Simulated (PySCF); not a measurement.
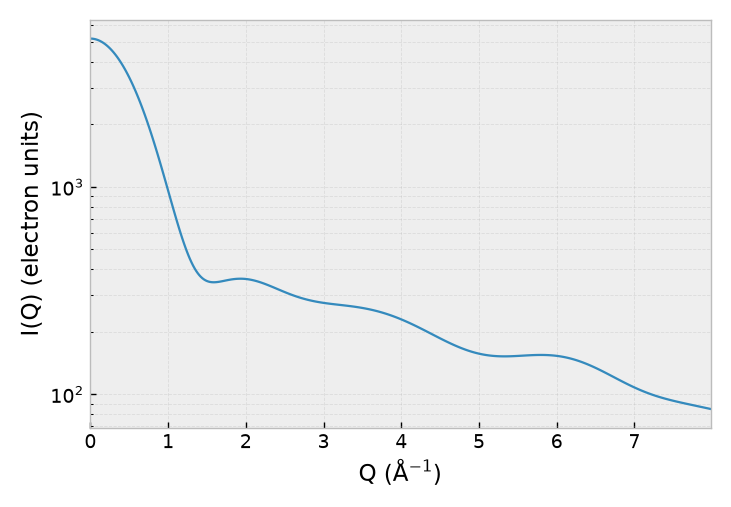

Elastic X-ray scattering of a randomly oriented, rigid molecule, calculated with the Debye equation from neutral-atom form factors (independent atoms, no Compton part, no vibration). The geometry is the end point of an optimisation (PySCF, PBE0-D3(BJ)/def2-SVP geometry optimisation, gas phase); it may be a saddle point or a higher isomer. It contains C, Si, P, H.

### How many electrons does the independent-atom model of the molecule hold?

I(0) is the square of the electron number: I(0) = 5180, so about 72 electrons, the count of C3H11PSi2.

### What radius of gyration does the initial fall-off give?

From I(Q) ≈ I(0) exp(−Q²R²/3) at small Q, R ≈ 2.27 Å. It is larger than the electron-weighted radius of the nuclear positions alone (2.13 Å), because each atom's electron cloud adds to it.
